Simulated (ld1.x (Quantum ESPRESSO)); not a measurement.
**Ruthenium: generating and testing a TM potential**

Do these settings give a usable potential? It is generated, then checked for transferability, scattering, ghosts and hardness.

Method: ld1.x (Quantum ESPRESSO) 7.5, PBEsol, scalar-relativistic.

## 1. The atom and the settings

Typed settings, in words:

```
element                 : ruthenium (Ru, Z = 44)
type                    : norm-conserving Troullier–Martins (Kleinman–Bylander form)
frozen core             : [Kr]
valence charge          : 8
reference configuration : 4d7 5s0.5 5p0.5
partial waves           : 5s (bound): rc 1.90 bohr; 5p (bound): rc 4.05 bohr; 4d (bound): rc 1.75 bohr
local potential         : the d channel
core correction         : not asked for
```

The nodes and maxima of the atom's own shells, from an earlier all-electron run, set the scale for the radii.

All-electron outer shells of the reference configuration (PBEsol, scalar-relativistic, ld1.x):

```csv
shell,level (eV),outermost node (bohr),outermost maximum (bohr)
4s,-77.16,0.48,0.92
4p,-47.24,0.49,0.98
4d,-6.04,0.48,1.21
5s,-4.85,1.24,2.69
5p,-1.33,1.41,3.82
```

## 2. Generating the potential

Ru.in

```
 &input
   title='Ru', zed=44., rel=1, dft='PBESOL', iswitch=3,
   config='[Kr] 4d7 5s0.5 5p0.5',
   nld=3, rlderiv=4.40, eminld=-2.0, emaxld=5.0, deld=0.02
 /
 &inputp
   pseudotype=2, tm=.true., lloc=2,
   nlcc=.false.,
   file_pseudopw='Ru.UPF', file_wfcaegen='ae.wfc', file_wfcncgen='nc.wfc', file_beta='beta', file_chi='chi'
 /
3
5S  1  0   0.50   0.00  1.90  1.90  0.0
5P  2  1   0.50   0.00  4.05  4.05  0.0
4D  3  2   7.00   0.00  1.75  1.75  0.0
 &test
   configts(1)='4d7 5s0.5 5p0.5'
 /
```

Command:

```sh
$ ld1.x < Ru.in > Ru.out
```

Output in Ru.out (without the banner and most projector matrices):

```text
     Program LD1 v.7.5
     --------------------------- All-electron run ----------------------------

     Ru
     scalar relativistic calculation

     atomic number is 44.00
     dft =PBESOL   lsd =0 sic =0 latt =0  beta=0.20 tr2=1.0E-14
     Exchange-correlation= PBESOL
                           (   1   4  10   8   0   0   0)
     mesh =1233 r(mesh) = 101.06970 a.u. xmin = -7.00 dx = 0.01250
     1 Ry =  13.60569312 eV, c = 137.03599908

     n l     nl                  e(Ry)          e(Ha)          e(eV)
     1 0     1S 1( 2.00)     -1611.4835      -805.7417    -21925.3496
     2 0     2S 1( 2.00)      -231.7638      -115.8819     -3153.3077
     2 1     2P 1( 6.00)      -207.6171      -103.8085     -2824.7744
     3 0     3S 1( 2.00)       -40.8440       -20.4220      -555.7104
     3 1     3P 1( 6.00)       -32.9104       -16.4552      -447.7681
     4 0     4S 1( 2.00)        -5.6715        -2.8357       -77.1644
     4 1     4P 1( 6.00)        -3.4719        -1.7360       -47.2377
     3 2     3D 1(10.00)       -20.1347       -10.0674      -273.9468
     4 2     4D 1( 7.00)        -0.4439        -0.2220        -6.0398
     5 0     5S 1( 0.50)        -0.3565        -0.1782        -4.8501
     5 1     5P 1( 0.50)        -0.0975        -0.0487        -1.3260

     final scf error:  3.4E-15 reached in  28 iterations

     Etot =   -9056.742929 Ry,   -4528.371465 Ha, -123223.264991 eV

     Ekin =    9364.846821 Ry,    4682.423411 Ha,  127415.231997 eV
     Encl =  -21850.369358 Ry,  -10925.184679 Ha, -297289.420109 eV
     Eh   =    3690.775433 Ry,    1845.387716 Ha,   50215.557925 eV
     Exc  =    -261.995826 Ry,    -130.997913 Ha,   -3564.634804 eV

     normalization and overlap integrals

     s(1S/1S) =  1.000000  <r> =   0.0334  <r2> =    0.0015  r(max) =   0.0216
     s(2S/2S) =  1.000000  <r> =   0.1457  <r2> =    0.0250  r(max) =   0.1229
     s(2P/2P) =  1.000000  <r> =   0.1270  <r2> =    0.0197  r(max) =   0.0981
     s(3S/3S) =  1.000000  <r> =   0.4030  <r2> =    0.1859  r(max) =   0.3600
     s(3P/3P) =  1.000000  <r> =   0.4033  <r2> =    0.1891  r(max) =   0.3555
     s(4S/4S) =  1.000000  <r> =   1.0188  <r2> =    1.1773  r(max) =   0.9193
     s(4P/4P) =  1.000000  <r> =   1.1285  <r2> =    1.4623  r(max) =   0.9785
     s(3D/3D) =  1.000000  <r> =   0.3843  <r2> =    0.1768  r(max) =   0.3022
     s(4D/4D) =  1.000000  <r> =   1.6873  <r2> =    3.5567  r(max) =   1.2102
     s(5S/5S) =  1.000000  <r> =   3.3133  <r2> =   12.6964  r(max) =   2.6934
     s(5P/5P) =  1.000000  <r> =   5.0852  <r2> =   31.0265  r(max) =   3.8221

     ------------------------ End of All-electron run ------------------------

     --------------------- Generating NC pseudopotential ---------------------

      Generating local pot.: lloc=2, matching radius rcloc =   1.7500

      Wfc   5S  rcut= 1.898  Using Troullier-Martins method

      Wfc   5P  rcut= 4.018  Using Troullier-Martins method

     ------------------- End of pseudopotential generation -------------------

     [... the all-electron block is printed once more ...]


     Computing logarithmic derivative in   4.41311
     Message from routine run_pseudo:
     Warning: convergence not achieved
     Computing logarithmic derivative in   4.41311
     Computing the partial wave expansion
     R is outside the sphere for l=    0 j= 0.00
     R is outside the sphere for l=    1 j= 0.00
       no projector for channel:   2

     ---------------------- Testing the pseudopotential ----------------------

     Ru
     scalar relativistic calculation

     atomic number is 44.00   valence charge is  8.00
     dft =PBESOL   lsd =0 sic =0 latt =0  beta=0.20 tr2=1.0E-14
     mesh =1233 r(mesh) = 101.06970 xmin = -7.00 dx = 0.01250

     n l     nl             e AE (Ry)        e PS (Ry)    De AE-PS (Ry)
     3 2     4D   1( 7.00)       -0.44392       -0.44392        0.00000
     1 0     5S   1( 0.50)       -0.35648       -0.35647       -0.00000
     2 1     5P   1( 0.50)       -0.09746       -0.09746        0.00000

     eps = 4.4E-11  iter =201

     Etot =   -9056.742929 Ry,   -4528.371465 Ha, -123223.264991 eV
     Etotps =   -32.204456 Ry,     -16.102228 Ha,    -438.163949 eV

     Ekin =      33.640282 Ry,      16.820141 Ha,     457.699354 eV
     Encl =     -90.753045 Ry,     -45.376523 Ha,   -1234.758086 eV
     Ehrt =      30.733542 Ry,      15.366771 Ha,     418.151135 eV
     Ecxc =      -6.148145 Ry,      -3.074073 Ha,     -83.649774 eV
     Epseu=       0.322911 Ry,       0.161455 Ha,       4.393422 eV

     ---------------------- End of pseudopotential test ----------------------
```

Run time: 2.4 s. Hardware: 1 thread of Neoverse-V1, shared host. This counts the later configuration tests of the new file too.

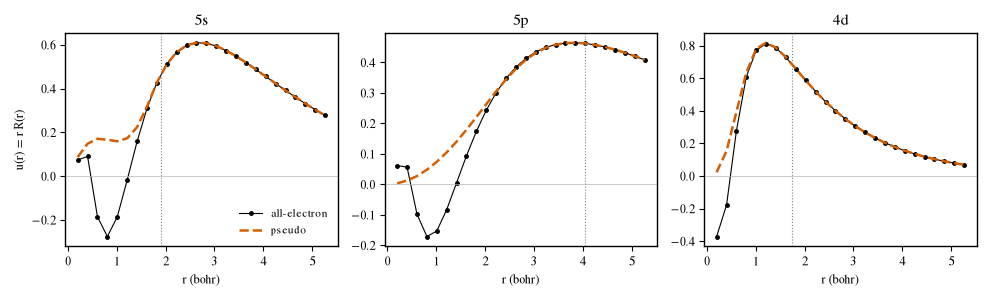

All-electron and pseudo partial waves (5s, 5p, 4d), with the matching radii dotted. The curves join 26 sampled radii, too few to resolve the innermost nodes.

## 3. Configuration tests

Ru.test.in

```
 &input
   title='Ru', zed=44., rel=1, dft='PBESOL', iswitch=2,
   config='[Kr] 4d7 5s0.5 5p0.5'
 /
 &test
   file_pseudo='Ru.UPF', nconf=8,
   configts(1)='4d7 5s0.5 5p0.5',
   configts(2)='4d7 5s1 5p0',
   configts(3)='4d7 5s0 5p0',
   configts(4)='4d6 5s0 5p0',
   configts(5)='4d5 5s0 5p0',
   configts(6)='4d4 5s0 5p0',
   configts(7)='4d8 5s0 5p0',
   configts(8)='4d7 5s0 5p1'
 /
```

Command:

```sh
$ ld1.x < Ru.test.in > Ru.test.out
```

Ru.test.out, the pseudopotential blocks, each with the warnings that came before it:

```text
     Warning: convergence not achieved
     ---------------------- Testing the pseudopotential ----------------------

     Ru
     scalar relativistic calculation

     atomic number is 44.00   valence charge is  8.00
     dft =PBESOL   lsd =0 sic =0 latt =0  beta=0.20 tr2=1.0E-14
     mesh =1233 r(mesh) = 101.06970 xmin = -7.00 dx = 0.01250

     n l     nl             e AE (Ry)        e PS (Ry)    De AE-PS (Ry)
     3 2     4D   1( 7.00)       -0.44392       -0.44392        0.00000
     1 0     5S   1( 0.50)       -0.35648       -0.35647       -0.00000
     2 1     5P   1( 0.50)       -0.09746       -0.09746        0.00000

     eps = 2.5E-11  iter =201

     Etot =   -9056.742929 Ry,   -4528.371465 Ha, -123223.264991 eV
     Etotps =   -32.204456 Ry,     -16.102228 Ha,    -438.163949 eV

     Ekin =      33.640282 Ry,      16.820141 Ha,     457.699354 eV
     Encl =     -90.753045 Ry,     -45.376523 Ha,   -1234.758086 eV
     Ehrt =      30.733542 Ry,      15.366771 Ha,     418.151135 eV
     Ecxc =      -6.148145 Ry,      -3.074073 Ha,     -83.649774 eV
     Epseu=       0.322911 Ry,       0.161455 Ha,       4.393422 eV

     ---------------------- End of pseudopotential test ----------------------

     ---------------------- Testing the pseudopotential ----------------------

     Ru
     [...]
     n l     nl             e AE (Ry)        e PS (Ry)    De AE-PS (Ry)
     3 2     4D   1( 7.00)       -0.38341       -0.38345        0.00005
     1 0     5S   1( 1.00)       -0.31370       -0.31394        0.00024
     2 1     5P   1( 0.00)       -0.06357       -0.06352       -0.00005

     eps = 7.5E-15  iter =146

     Etot =   -9056.870064 Ry,   -4528.435032 Ha, -123224.994752 eV
     Etotps =   -32.331689 Ry,     -16.165844 Ha,    -439.895033 eV
     dEtot_ae =      -0.127135 Ry
     dEtot_ps =      -0.127232 Ry,   Delta E=       0.000097 Ry

     [...]
     ---------------------- End of pseudopotential test ----------------------

     ---------------------- Testing the pseudopotential ----------------------

     Ru
     [...]
     n l     nl             e AE (Ry)        e PS (Ry)    De AE-PS (Ry)
     3 2     4D   1( 7.00)       -0.92212       -0.92044       -0.00167
     1 0     5S   1( 0.00)       -0.76879       -0.76765       -0.00114
     2 1     5P   1( 0.00)       -0.44196       -0.44189       -0.00007

     eps = 3.4E-15  iter = 12

     Etot =   -9056.333607 Ry,   -4528.166804 Ha, -123217.695881 eV
     Etotps =   -31.795195 Ry,     -15.897597 Ha,    -432.595662 eV
     dEtot_ae =       0.409322 Ry
     dEtot_ps =       0.409262 Ry,   Delta E=       0.000061 Ry

     [...]
     ---------------------- End of pseudopotential test ----------------------

     Warning: n=2, l=1 expected 0 nodes, found 1
     ---------------------- Testing the pseudopotential ----------------------

     Ru
     [...]
     n l     nl             e AE (Ry)        e PS (Ry)    De AE-PS (Ry)
     3 2     4D   1( 6.00)       -1.77344       -1.77646        0.00302
     1 0     5S   1( 0.00)       -1.39537       -1.39087       -0.00451
     2 1     5P   1( 0.00)       -0.97839       -0.97839        0.00000

     eps = 2.7E-15  iter = 11

     Etot =   -9054.997085 Ry,   -4527.498543 Ha, -123199.511572 eV
     Etotps =   -30.458566 Ry,     -15.229283 Ha,    -414.409901 eV
     dEtot_ae =       1.745844 Ry
     dEtot_ps =       1.745890 Ry,   Delta E=      -0.000046 Ry

     [...]
     ---------------------- End of pseudopotential test ----------------------

     ---------------------- Testing the pseudopotential ----------------------

     Ru
     [...]
     n l     nl             e AE (Ry)        e PS (Ry)    De AE-PS (Ry)
     3 2     4D   1( 5.00)       -2.74396       -2.75900        0.01505  !
     1 0     5S   1( 0.00)       -2.10337       -2.09707       -0.00630  !
     2 1     5P   1( 0.00)       -1.60530       -1.60530        0.00000

     eps = 3.7E-15  iter = 19

     Etot =   -9052.747344 Ry,   -4526.373672 Ha, -123168.902276 eV
     Etotps =   -28.200212 Ry,     -14.100106 Ha,    -383.683435 eV
     dEtot_ae =       3.995586 Ry
     dEtot_ps =       4.004244 Ry,   Delta E=      -0.008658 Ry

     [...]
     ---------------------- End of pseudopotential test ----------------------

     ---------------------- Testing the pseudopotential ----------------------

     Ru
     [...]
     n l     nl             e AE (Ry)        e PS (Ry)    De AE-PS (Ry)
     3 2     4D   1( 4.00)       -3.81116       -3.84304        0.03188  !
     1 0     5S   1( 0.00)       -2.87935       -2.87494       -0.00441
     2 1     5P   1( 0.00)       -2.30668       -2.30668        0.00000

     eps = 7.1E-15  iter = 18

     Etot =   -9049.477447 Ry,   -4524.738724 Ha, -123124.413071 eV
     Etotps =   -24.906748 Ry,     -12.453374 Ha,    -338.873571 eV
     dEtot_ae =       7.265482 Ry
     dEtot_ps =       7.297708 Ry,   Delta E=      -0.032226 Ry

     [...]
     ---------------------- End of pseudopotential test ----------------------

     ---------------------- Testing the pseudopotential ----------------------

     Ru
     [...]
     n l     nl             e AE (Ry)        e PS (Ry)    De AE-PS (Ry)
     3 2     4D   1( 8.00)       -0.23178       -0.23101       -0.00077
     1 0     5S   1( 0.00)       -0.24905       -0.25054        0.00149
     2 1     5P   1( 0.00)       -0.03274       -0.03370        0.00097

     eps = 5.5E-16  iter = 14

     Etot =   -9056.894367 Ry,   -4528.447184 Ha, -123225.325408 eV
     Etotps =   -32.354431 Ry,     -16.177215 Ha,    -440.204454 eV
     dEtot_ae =      -0.151438 Ry
     dEtot_ps =      -0.149974 Ry,   Delta E=      -0.001463 Ry

     [...]
     ---------------------- End of pseudopotential test ----------------------

     ---------------------- Testing the pseudopotential ----------------------

     Ru
     [...]
     n l     nl             e AE (Ry)        e PS (Ry)    De AE-PS (Ry)
     3 2     4D   1( 7.00)       -0.49827       -0.49817       -0.00010
     1 0     5S   1( 0.00)       -0.39329       -0.39276       -0.00053
     2 1     5P   1( 1.00)       -0.12630       -0.12626       -0.00003

     eps = 3.6E-15  iter = 21

     Etot =   -9056.611397 Ry,   -4528.305699 Ha, -123221.475407 eV
     Etotps =   -32.073008 Ry,     -16.036504 Ha,    -436.375503 eV
     dEtot_ae =       0.131532 Ry
     dEtot_ps =       0.131448 Ry,   Delta E=       0.000084 Ry

     [...]
     ---------------------- End of pseudopotential test ----------------------
```

The tests as a table, with energies relative to 4d7 5s0.5 5p0.5. A star marks tests that logged a warning.

| valence configuration | charge | ΔE all-electron (eV) | error AE − PS (meV) |
| --- | --- | --- | --- |
| 4d7 5s1 5p0 | 0 | -1.730 | +1.3 |
| 4d7 5s0 5p0 | +1 | 5.569 | +0.8 |
| 4d6 5s0 5p0 * | +2 | 23.753 | -0.6 |
| 4d5 5s0 5p0 | +3 | 54.363 | -118 |
| 4d4 5s0 5p0 | +4 | 98.852 | -438 |
| 4d8 5s0 5p0 | 0 | -2.060 | -20 |
| 4d7 5s0 5p1 | 0 | 1.790 | +1.1 |

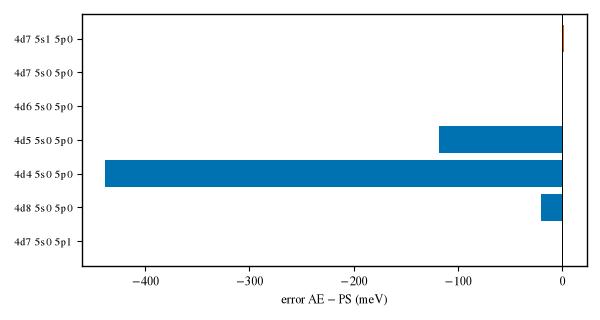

Error of the potential in each test configuration.

## 4. Scattering by logarithmic derivatives

Taken from the files of the generation run. The phase is arctan(r·u′/u) with u = r·R, unwrapped, with energies in Ry. A pole is an energy at which the radial function vanishes at the test radius. The pseudo phase is shifted by a multiple of π to meet the all-electron one at the reference energy. Levels narrower than the energy grid can be missing from the poles. The last column is the largest difference on the grid between −1 and +1 Ry.

| channel | radius (bohr) | reference (Ry) | poles AE | poles PS | energies with phases within 0.05 rad (Ry) | largest difference near zero (rad) |
| --- | --- | --- | --- | --- | --- | --- |
| s | 4.41 | -0.36 | -0.11, 2.42 | -0.11, 2.29, 4.83 | below 0.8 | 0.064 |
| p | 4.41 | -0.10 | 0.42, 3.09 | -1.87, 0.42, 2.83 | -1.9 to 1.2 | 0.008 |
| d | 4.41 | -0.44 | -0.42, 1.44, 4.38 | -0.42, 1.44, 4.39 | below 2.7 | 0.002 |

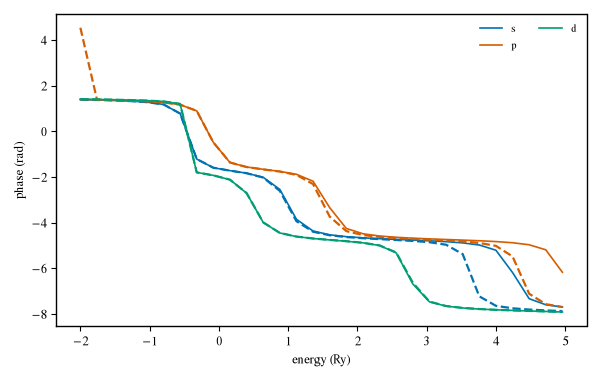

All-electron (solid) and pseudo (dashed) phases against energy.

## 5. Cutoff and ghost test in a Bessel basis

This step uses the generator's waves and projectors in a separate script. Basis: spherical Bessel functions vanishing at 20 bohr, q² up to the cutoff; potential fixed at the reference.

All-electron valence levels (Ry): 5s -0.3565, 5p -0.0975, 4d -0.4439. The lowest levels of each channel (Ry) by cutoff; the last column sums, over occupied levels, occupation times the distance from the level at 400 Ry. A positive value is a state of the box, at any cutoff.

```tsv
cutoff (Ry)	s #1	s #2	p #1	p #2	d #1	f #1	Σ f·Δε (mRy)
8	-0.7579	-0.0707	-0.0974	0.0291	0.0137	0.0877	3346.2
15	-3.3803	-0.3355	-0.7045	-0.0974	-0.1188	0.0877	2286.3
25	-4.5681	-0.3551	-1.6051	-0.0974	-0.3372	0.0877	748.1
40	-4.6735	-0.3558	-1.8478	-0.0974	-0.4369	0.0877	49.5
50	-4.6755	-0.3559	-1.8633	-0.0974	-0.4433	0.0877	4.4
55	-4.6760	-0.3560	-1.8640	-0.0974	-0.4437	0.0877	1.6
60	-4.6763	-0.3561	-1.8642	-0.0974	-0.4438	0.0877	0.8
80	-4.6768	-0.3563	-1.8644	-0.0974	-0.4439	0.0877	0.5
400	-4.6790	-0.3565	-1.8647	-0.0974	-0.4439	0.0877	0.0
```

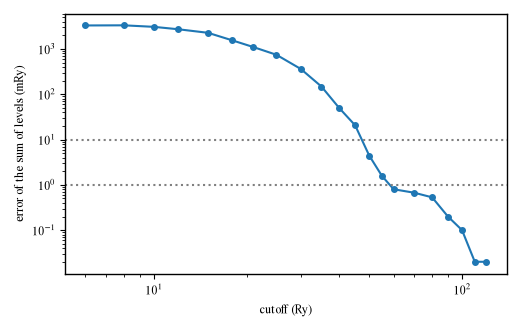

Occupation-weighted error of the valence levels against the cutoff; the dotted lines mark 10 and 1 mRy.

The sum stays within 10 mRy from 50 Ry and within 1 mRy from 60 Ry. The sum leaves out empty levels, which can need more. Ghost test: ghost states, bound below the all-electron valence or empty levels of the same l: s at -63.7 eV, p at -25.4 eV.

## 6. Results

| quantity | value |
| --- | --- |
| cutoffs for 10 and 1 mRy, occupied levels | 50 Ry and 60 Ry |
| bound ghosts | s at -63.66 eV, p at -25.37 eV |
| largest test error (AE − PS) | -438 meV, for 4d4 5s0 5p0 |
| largest phase difference near zero energy, channels read | 0.064 rad |

**Reading.** It has a bound ghost (s, p), which would be filled ahead of the true valence states and rules the file out. The worst test, 4d4 5s0 5p0, is off by 438 meV on 98.9 eV; by total energies transferability rates as poor. The potential is of middling hardness: the looser tolerance needs 50 Ry. The slowest level is 4d: taken alone it needs 50 Ry to come within 1 mRy, against 35 Ry for 5s. Near zero energy the largest phase difference is 0.06 rad, in the s channel. The pseudo curves have a pole that the atom lacks: p at -1.87 Ry. All of this concerns the isolated atom, not yet a solid.
